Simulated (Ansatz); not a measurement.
# Fields on a plane of BaTiO3 (cubic perovskite)

```
CELL_PARAMETERS angstrom
      3.99403     0.00000     0.00000
      0.00000     3.99403     0.00000
      0.00000     0.00000     3.99403
ATOMIC_POSITIONS crystal
  Ba 0.00000 0.00000 0.00000
  Ti 0.50000 0.50000 0.50000
  O  0.00000 0.50000 0.50000
  O  0.50000 0.50000 0.00000
  O  0.50000 0.00000 0.50000
```

The slice is a {110} plane (indices of the conventional cell) through the point (0.500, 0.500, 0.000) (fractional), spanned by u = [100] and v = [011] in vectors of this cell: u (3.99 Å) and v (5.65 Å, at 90° to u). It covers one period; positions are fractions (u, v).

Atoms on it: O at (0.00, 0.00); O at (0.00, 0.50).

Computed with r2SCAN (plane waves to 500 eV, PAW, scalar-relativistic; Ansatz, a program for electronic structure). k mesh 8×8×8. Inside the PAW spheres the values are not all-electron values, and peaks at nuclei hang on which shells count as valence. BaTiO3 is run without spin polarisation. BaTiO3 was relaxed with its symmetry unable to fall. This is a high-temperature form of BaTiO3.

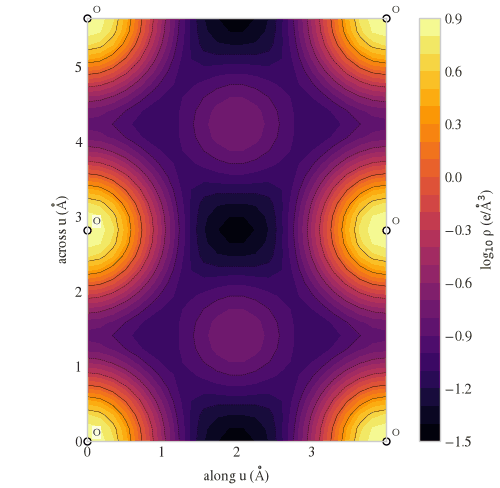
Figure. Log₁₀ of the valence density in e/Å³, one period of the plane, atoms marked. The scale is logarithmic, as a density can span decades between atoms and voids.

```
v \ u   0.00   0.09   0.17   0.26   0.35   0.43   0.52   0.61   0.70   0.78   0.87   0.96
-----  -----  -----  -----  -----  -----  -----  -----  -----  -----  -----  -----  -----
0.88   0.011  0.010  0.006  0.003  0.001  0.001  0.001  0.001  0.002  0.004  0.008  0.011
0.75   0.015  0.015  0.012  0.007  0.003  0.002  0.001  0.002  0.005  0.010  0.014  0.015
0.62   0.011  0.010  0.006  0.003  0.001  0.001  0.001  0.001  0.002  0.004  0.008  0.011
0.50   0.001  0.046  0.022  0.005  0.001  0.001  0.001  0.001  0.002  0.010  0.041  0.021
0.38   0.011  0.010  0.006  0.003  0.001  0.001  0.001  0.001  0.002  0.004  0.008  0.011
0.25   0.015  0.015  0.012  0.007  0.003  0.002  0.001  0.002  0.005  0.010  0.014  0.015
0.12   0.011  0.010  0.006  0.003  0.001  0.001  0.001  0.001  0.002  0.004  0.008  0.011
0.00   0.001  0.046  0.022  0.005  0.001  0.001  0.001  0.001  0.002  0.010  0.041  0.021
```

Values: density of the lowest conduction band (whole band as if filled, smooth part) in e/Å³.
